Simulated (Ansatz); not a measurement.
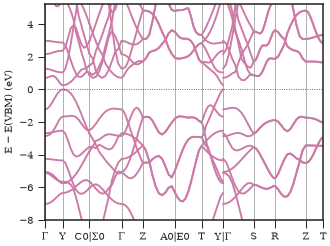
Figure. Band structure from the program Ansatz at the r²SCAN level (PAW)

Read off the gap and where the band edges lie.

About 0.3 eV (0.25 eV by a search for the band edges); maximum at Y, minimum at Y.

The material is P (black phosphorus, space group No. 64).

Space group Cmce (black phosphorus). Symmetry was held in the r²SCAN relaxation. A crystal of weakly bound layers computed without a dispersion correction: the cell and the soft elastic constants depend strongly on that.

Potentials: the later of the program's two PAW sets.
